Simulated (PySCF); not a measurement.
Si(GeH3)(H)(OH)2, SMILES O[SiH](O)[GeH3], B3LYP/def2-SVP optimised geometry. Atoms within 1.6 Å of the plane z = 0.0 Å (x, y, z in Å): Si1 (-0.78, -0.19, 0.00), O2 (-1.25, 1.42, 0.00), O3 (-1.24, -1.01, -1.38), Ge4 (1.60, -0.19, 0.00), H5 (-1.39, -0.86, 1.19), H6 (-2.15, 1.63, 0.27), H7 (-2.15, -1.29, -1.47), H8 (2.15, 0.54, -1.25), H9 (2.15, 0.53, 1.25), H10 (2.15, -1.63, 0.00).

Level of theory: PySCF with B3LYP/def2-TZVP. Cells within 0.4 Å of a nucleus heavier than hydrogen are left out (blank, or x).

Map of the electron localisation function on the plane z = 0.0 Å:

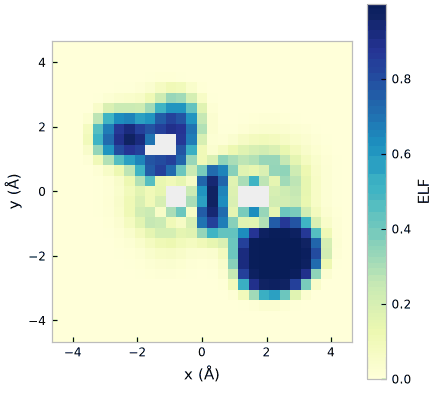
Fig. 1. Electron localisation function on the plane z = 0.0 Å.
